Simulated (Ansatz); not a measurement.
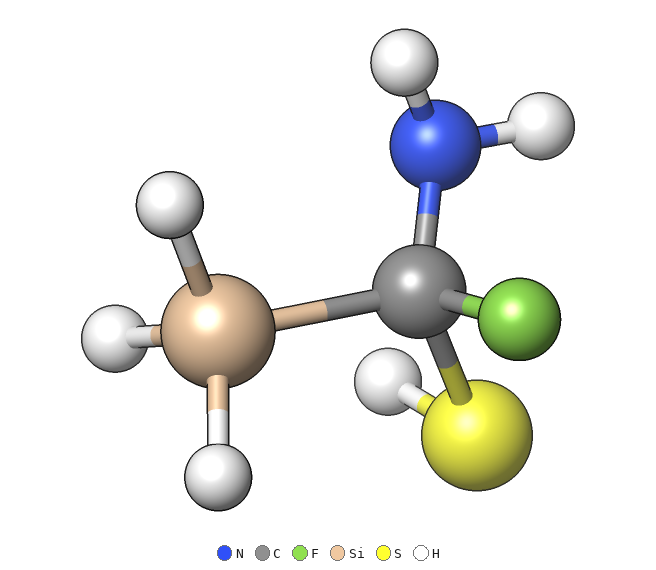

Rendered structure (ball-and-stick style). Every bond is drawn as one stick, whatever its order.

Count the atoms of each element.

CH₆FNSSi, 11 atoms: 1 carbon, 6 hydrogen, 1 fluorine, 1 nitrogen, 1 sulfur and 1 silicon.

Write the SMILES.

N[C@@](F)([SiH3])S

How many bonds of each kind are drawn?

3 Si–H, 2 N–H, 1 C–N, 1 C–F, 1 C–Si, 1 C–S, 1 S–H.

Does it have rings?

It has no ring.

More results for the same structure follow; atom numbers are the same in all pictures, views and colours differ. The geometry was computed by an optimisation with PBE0-D4/def2-TZVP.

### Shape

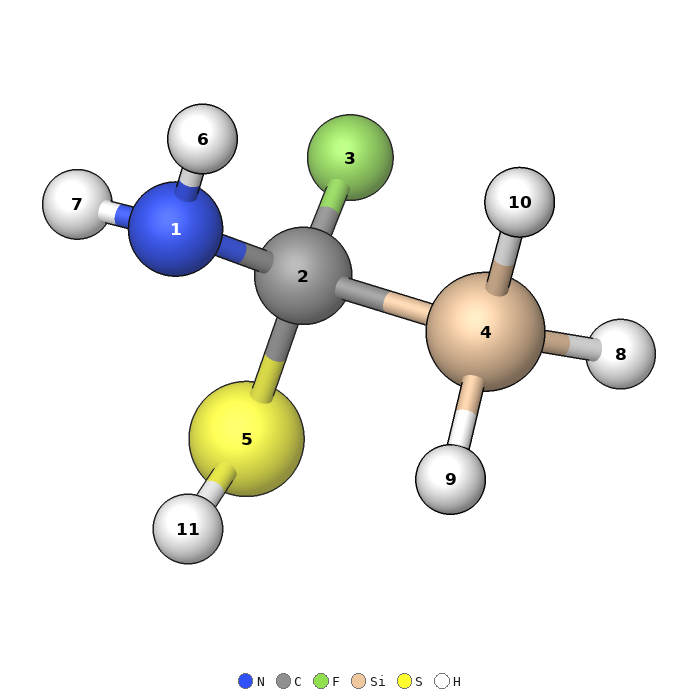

Numbered structure.

Estimate the angles C2–N1–H6, C2–N1–H7, N1–C2–F3, N1–C2–Si4, N1–C2–S5, F3–C2–Si4, F3–C2–S5, Si4–C2–S5, C2–Si4–H8, C2–Si4–H9, C2–Si4–H10, C2–S5–H11.

```tsv
angle	degrees
C2–N1–H6	113.0
C2–N1–H7	112.8
N1–C2–F3	112.7
N1–C2–Si4	112.9
N1–C2–S5	110.7
F3–C2–Si4	107.2
F3–C2–S5	102.4
Si4–C2–S5	110.3
C2–Si4–H8	108.7
C2–Si4–H9	108.4
C2–Si4–H10	108.8
C2–S5–H11	94.7
```

### Vibrations

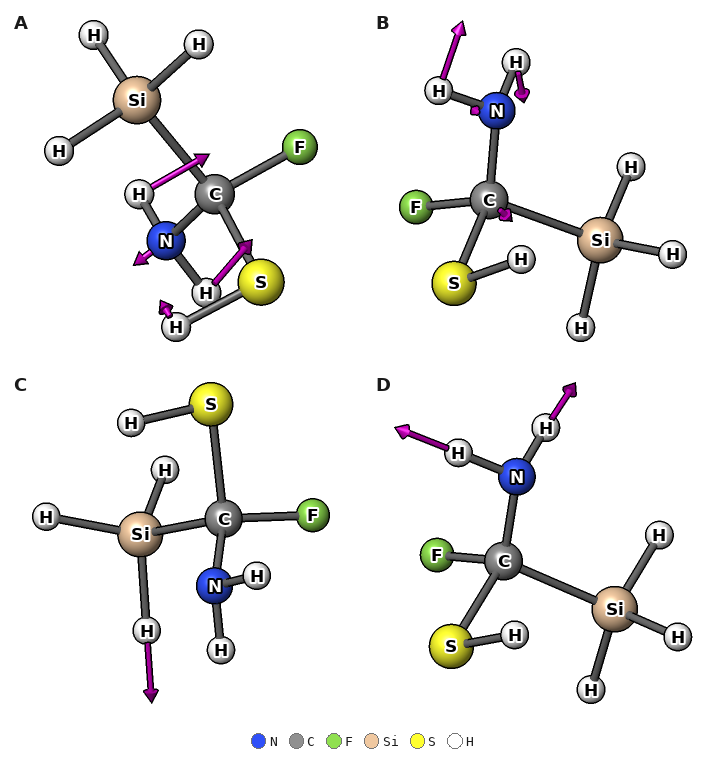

4 normal modes of one molecule or complex, as arrows. Harmonic vibrations computed with RKS PBE0-D4/def2-TZVP (Ansatz 0.2.0) at a stationary point of the same level.

Match the panels to the wavenumbers 750 cm⁻¹, 1287 cm⁻¹, 2210 cm⁻¹, 3520 cm⁻¹.

A: 750 cm⁻¹
B: 1287 cm⁻¹
C: 2210 cm⁻¹, Si–H stretching
D: 3520 cm⁻¹, in-phase stretching of 2 N–H bonds

### Thermal motion

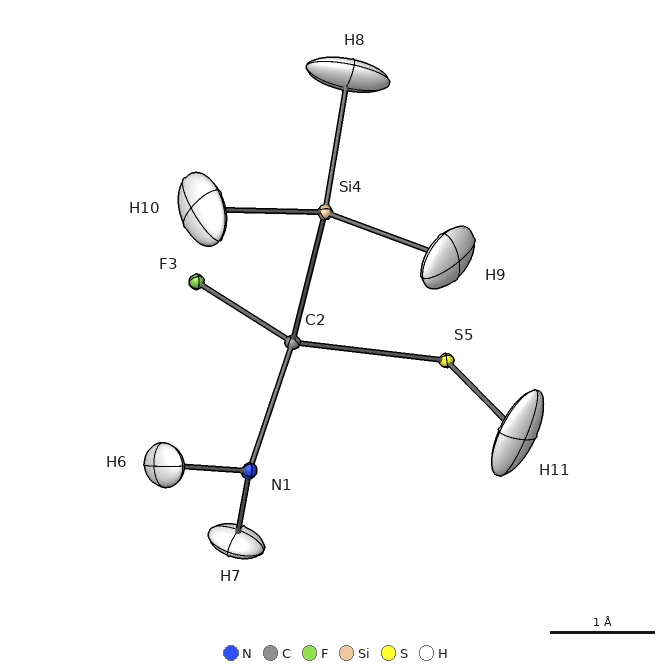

Displacement ellipsoids at the 50 % level, from the internal vibrations of the free molecule (harmonic, no overall translation or rotation; no half-axis is drawn under 0.075 Å). Vibrations computed with RKS PBE0-D4/def2-TZVP (Ansatz 0.2.0). Temperature: 200 K.

Which atom moves most?

H11, with U_eq = 0.0424 Å².

Does H11 move more along its bond or across it?

Across it: the root-mean-square amplitude is 0.081 Å along the bond and up to 0.313 Å across, since bending and torsion are softer than stretching.

List U_eq and the three principal root-mean-square amplitudes for each kind of atom.

```json
{"atom": "N1", "U_eq (Å²)": "0.0025", "rms amplitudes (Å)": "0.037, 0.048, 0.061"}
{"atom": "C2", "U_eq (Å²)": "0.0020", "rms amplitudes (Å)": "0.037, 0.047, 0.050"}
{"atom": "F3", "U_eq (Å²)": "0.0023", "rms amplitudes (Å)": "0.034, 0.048, 0.059"}
{"atom": "Si4", "U_eq (Å²)": "0.0012", "rms amplitudes (Å)": "0.026, 0.030, 0.045"}
{"atom": "S5", "U_eq (Å²)": "0.0012", "rms amplitudes (Å)": "0.022, 0.029, 0.048"}
{"atom": "H6", "U_eq (Å²)": "0.0209", "rms amplitudes (Å)": "0.080, 0.141, 0.191"}
{"atom": "H7", "U_eq (Å²)": "0.0203", "rms amplitudes (Å)": "0.086, 0.138, 0.185"}
{"atom": "H8", "U_eq (Å²)": "0.0371", "rms amplitudes (Å)": "0.088, 0.178, 0.268"}
{"atom": "H9", "U_eq (Å²)": "0.0355", "rms amplitudes (Å)": "0.089, 0.179, 0.258"}
{"atom": "H10", "U_eq (Å²)": "0.0374", "rms amplitudes (Å)": "0.094, 0.179, 0.267"}
{"atom": "H11", "U_eq (Å²)": "0.0424", "rms amplitudes (Å)": "0.080, 0.151, 0.313"}
```

### Dipole moment

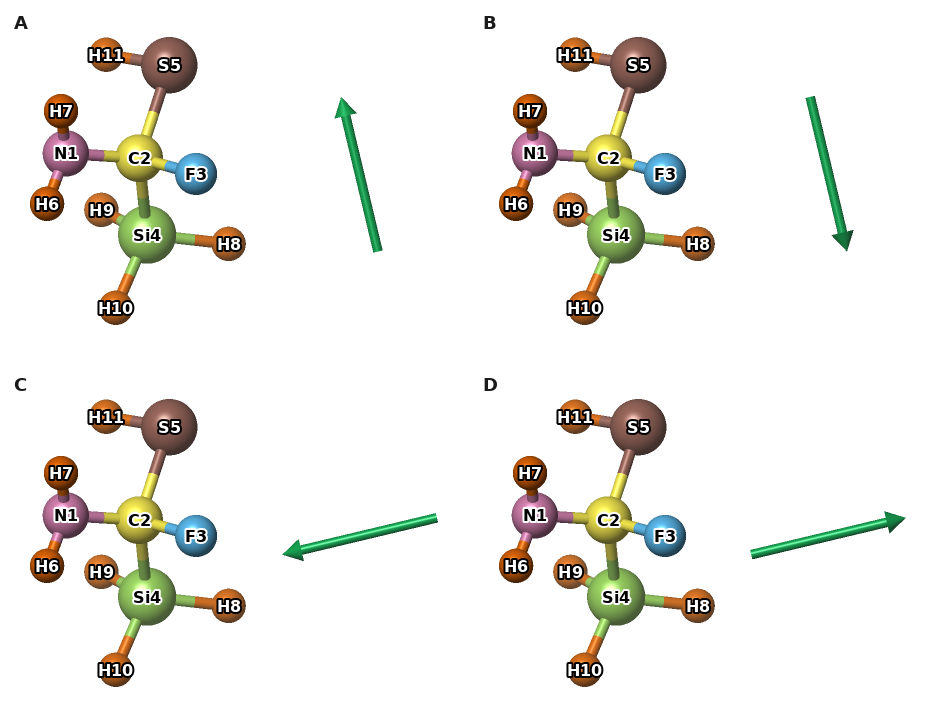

The same molecule four times, each with an arrow. Level of theory: RKS PBE0-D4/def2-TZVP (Ansatz 0.2.0).

Which arrow points along the dipole moment, from the negative to the positive end?

C. The dipole moment is 2.06 D; it points from the side of H8 to the side of H6 (the outermost atoms at the two ends).
